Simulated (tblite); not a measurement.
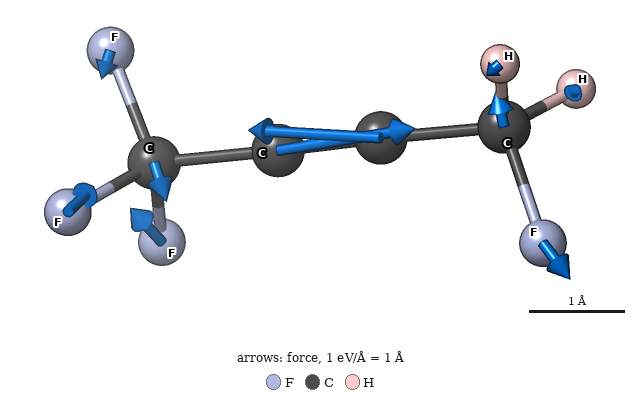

Starting geometry of C₄H₂F₄ with the computed forces as blue arrows. The picture is a ball-and-stick view, seen at a tilt.

Level of theory: GFN2-xTB geometry optimisation, gas phase (tblite). 

Q: What follows when this structure is relaxed?

A: It isn't relaxed: the largest force vector, on a C atom, is 1.67 eV/Å. The final displacements follow the starting forces only in part (cosine between the two patterns 0.44). An F atom moves most after the best rigid fit: 0.037 Å. Largest moves by element: F 0.037 Å, H 0.033 Å, C 0.022 Å. Some distances before and after: C–F 1.355 → 1.340 Å, C–C 1.214 → 1.199 Å, C–F 1.355 → 1.370 Å. Bond angles that change, for instance: H–C–H 107.7° → 110.6°, C–C–F 110.0° → 112.1°. Over 22 geometry steps the energy falls by 4.58 kJ/mol. The run took 0.08 s on 1 thread of Arm Neoverse V2, with other jobs on the host.
